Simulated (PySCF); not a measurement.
**CH8BGaSi (SMILES [BH2][GaH][SiH2]C) at 4 levels**

Wanted: a comparison of 4 runs (HF/def2-SVP, PBE0/6-31G*, B3LYP/6-31G*, PBE0/def2-SVP) of CH8BGaSi. 

The results are computed with PySCF 2.14.0.

**1. The structure to begin with**

The species is CH8BGaSi (12 atoms), meant as a singlet with charge 0. As SMILES, `[BH2][GaH][SiH2]C`. Geometry: relaxed at PBE0-D4/def2-TZVP. This is one conformer, not always the lowest.

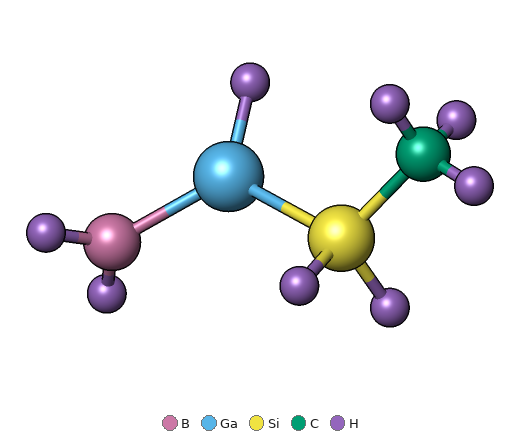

Viewed from a chosen angle; boron pink, gallium blue, silicon yellow, carbon teal, hydrogen purple.

**2. Energy and gradient at HF/def2-SVP (run 1)**

input.py reads:

```python
import pyscf.grad
from pyscf import gto, scf

system = gto.M(
    atom='''
B       -0.833900       2.959600       0.527500
Ga       0.382900       1.352100       0.107100
Si      -0.472400      -0.877800      -0.308200
C        0.818500      -2.237800      -0.163200
H       -1.314900       3.639800      -0.334700
H       -1.136500       3.249300       1.650900
H        1.952000       1.520000       0.009900
H       -1.617200      -1.179100       0.602100
H       -1.037700      -0.877500      -1.693200
H        0.387000      -3.212600      -0.401800
H        1.649800      -2.052800      -0.846800
H        1.222500      -2.283300       0.850500
''',
    max_memory=1860,
    verbose=4,
    basis='def2-svp',
)

calc0 = scf.RHF(system)
calc0.conv_tol = 1e-10
calc0.kernel()
if not calc0.converged:
    calc0 = calc0.newton().run(calc0.mo_coeff, calc0.mo_occ)

e_final = calc0.e_tot
print(f'total energy: {e_final:.8f} hartree')
grad = calc0.Gradients().kernel()
dip = calc0.dip_moment()
pop, q = calc0.mulliken_pop()
```

Command:

```sh
OMP_NUM_THREADS=1 python input.py
```

The log of the run:

```text
PySCF version 2.14.0

[... 68 lines left out ...]
converged SCF energy = -2278.96080425979
total energy: -2278.96080426 hartree
[... 11 lines left out ...]
Dipole moment(X, Y, Z, Debye):  0.22711,  0.06652,  0.25402
[... 131 lines left out ...]
charge of   11H =      0.05755
```

It took 19 s on 1 thread of Intel Xeon at 2.70GHz, shared host; peak memory 0.3 GiB.

**3. Energy and gradient at PBE0/6-31G(d) (spherical functions) (run 2)**

job.py reads:

```python
from pyscf import gto, dft

mol = gto.M(
    atom='''
B     -0.833900     2.959600     0.527500
Ga     0.382900     1.352100     0.107100
Si    -0.472400    -0.877800    -0.308200
C      0.818500    -2.237800    -0.163200
H     -1.314900     3.639800    -0.334700
H     -1.136500     3.249300     1.650900
H      1.952000     1.520000     0.009900
H     -1.617200    -1.179100     0.602100
H     -1.037700    -0.877500    -1.693200
H      0.387000    -3.212600    -0.401800
H      1.649800    -2.052800    -0.846800
H      1.222500    -2.283300     0.850500
''',
    charge=0,
    max_memory=1860,
    basis='6-31g*',
    verbose=4,
)

mf = dft.RKS(mol)
mf.xc = 'pbe0'
mf.conv_tol = 1e-10
mf.grids.level = 5
mf.kernel()
if not mf.converged:
    mf = mf.newton().run(mf.mo_coeff, mf.mo_occ)

e_final = mf.e_tot
print(f'total energy: {e_final:.8f} hartree')
grad = mf.nuc_grad_method().kernel()
mf.analyze()
```

Command:

```sh
OMP_NUM_THREADS=1 python job.py
```

The log of the run:

```text
PySCF version 2.14.0

[... 97 lines left out ...]
Two-electron Energy =                 1181.510413948865562
[... 13 lines left out ...]
MO #10  energy= -5.3133290477168   occ= 2
[... 11 lines left out ...]
MO #22  energy= -0.717603017123178 occ= 2
[... 11 lines left out ...]
MO #34  energy= -0.0612982933094677 occ= 0
[... 11 lines left out ...]
MO #46  energy= 0.207813243216323  occ= 0
[... 11 lines left out ...]
MO #58  energy= 0.548249923505511  occ= 0
[... 11 lines left out ...]
MO #70  energy= 0.916047986599048  occ= 0
[... 11 lines left out ...]
MO #82  energy= 1.63595875400018   occ= 0
[... 11 lines left out ...]
MO #94  energy= 3.07050887193367   occ= 0
[... 109 lines left out ...]
Dipole moment(X, Y, Z, Debye):  0.28981, -0.31571,  0.17058
```

Run time: 57 s. Hardware: 1 thread of Intel Xeon at 2.70GHz, shared host; peak memory 0.93 GiB.

**4. Energy and gradient at B3LYP/6-31G(d) (Cartesian functions) (run 3)**

job.py reads:

```python
# [BH2][GaH][SiH2]C
from pyscf import gto, dft

system = gto.M(
    atom='''
B   -0.833900   2.959600   0.527500
Ga   0.382900   1.352100   0.107100
Si  -0.472400  -0.877800  -0.308200
C    0.818500  -2.237800  -0.163200
H   -1.314900   3.639800  -0.334700
H   -1.136500   3.249300   1.650900
H    1.952000   1.520000   0.009900
H   -1.617200  -1.179100   0.602100
H   -1.037700  -0.877500  -1.693200
H    0.387000  -3.212600  -0.401800
H    1.649800  -2.052800  -0.846800
H    1.222500  -2.283300   0.850500
''',
    max_memory=1860,
    spin=0,
    cart=True,
    charge=0,
    basis='6-31g*',
    verbose=3,
)

myscf = dft.RKS(system, xc='b3lyp')
myscf.conv_tol = 1e-10
myscf.grids.level = 5
myscf.kernel()
if not myscf.converged:
    myscf = myscf.newton().run(myscf.mo_coeff, myscf.mo_occ)

e_tot = myscf.e_tot
print('E(%s) = %.9f' % ('B3LYP', e_tot))
grad = myscf.nuc_grad_method().kernel()
dip = myscf.dip_moment()
pop, q = myscf.mulliken_pop()
```

Command:

```sh
OMP_NUM_THREADS=1 python job.py
```

The log of the run:

```text
converged SCF energy = -2281.85565818129
[... 9 lines left out ...]
Dipole moment(X, Y, Z, Debye):  0.23808, -0.33994,  0.16700
[... 113 lines left out ...]
charge of   11H =      0.16682
```

Run time: 54 s. Hardware: 1 thread of Intel Xeon at 2.70GHz, shared host; peak memory 1 GiB.

**5. Energy and forces at PBE0/def2-SVP (run 4)**

input.py reads:

```python
from pyscf import gto, dft

mol = gto.M(
    atom='''
B     -0.833900     2.959600     0.527500
Ga     0.382900     1.352100     0.107100
Si    -0.472400    -0.877800    -0.308200
C      0.818500    -2.237800    -0.163200
H     -1.314900     3.639800    -0.334700
H     -1.136500     3.249300     1.650900
H      1.952000     1.520000     0.009900
H     -1.617200    -1.179100     0.602100
H     -1.037700    -0.877500    -1.693200
H      0.387000    -3.212600    -0.401800
H      1.649800    -2.052800    -0.846800
H      1.222500    -2.283300     0.850500
''',
    max_memory=1860,
    verbose=4,
    basis='def2-svp',
)

calc0 = dft.RKS(mol)
calc0.xc = 'pbe0'
calc0.grids.level = 5
calc0.conv_tol = 1e-10
calc0.kernel()
if not calc0.converged:
    calc0 = calc0.newton().run(calc0.mo_coeff, calc0.mo_occ)

e_tot = calc0.e_tot
print(f'total energy: {e_tot:.8f} hartree')
grad = calc0.nuc_grad_method().kernel()
dip = calc0.dip_moment()
pop, q = calc0.mulliken_pop()
```

Command:

```sh
OMP_NUM_THREADS=1 python input.py
```

The log of the run:

```text
PySCF version 2.14.0

[... 79 lines left out ...]
converged SCF energy = -2281.21042069282
total energy: -2281.21042069 hartree
[... 12 lines left out ...]
Dipole moment(X, Y, Z, Debye):  0.31826, -0.27921,  0.17389
[... 131 lines left out ...]
charge of   11H =      0.07459
```

Wall time 63 s (1 thread of Intel Xeon at 2.70GHz, shared host); peak memory 1.2 GiB.

**6. All runs side by side**

| run | level | integration grid | Cartesian functions | energy (Eh) | dipole moment (D) | HOMO energy (eV) | LUMO energy (eV) | wall time |
| --- | --- | --- | --- | --- | --- | --- | --- | --- |
| 1 | HF/def2-SVP | – | no | -2278.960804 | 0.35 | -9.34 | 1.06 | 19 s |
| 2 | PBE0/6-31G* (spherical functions) | 5 | no | -2281.299277 | 0.46 | -6.85 | -1.90 | 57 s |
| 3 | B3LYP/6-31G* (Cartesian functions) | 5 | yes | -2281.855658 | 0.45 | -6.60 | -2.06 | 54 s |
| 4 | PBE0/def2-SVP | 5 | no | -2281.210421 | 0.46 | -6.95 | -2.09 | 63 s |

**7. Results**

| quantity | value |
| --- | --- |
| run 4: total energy | -2281.21042 Eh |
| run 4: dipole moment | 0.46 D |
| run 4: HOMO energy | -6.95 eV |
| run 4: LUMO energy | -2.09 eV |
| run 4: HOMO–LUMO gap | 4.86 eV |
| run 4: largest force on an atom | 0.314 eV/Å |

What this shows: The dipole moment (its size) runs from 0.35 D (HF/def2-SVP) to 0.46 D (PBE0/6-31G*). The two ends differ in method and basis. The HOMO–LUMO gap runs from 4.55 eV (B3LYP/6-31G*) to 10.39 eV (HF/def2-SVP). Totals of different functionals can't be ranked against each other. All runs together took 3.2 min, the longest 63 s.
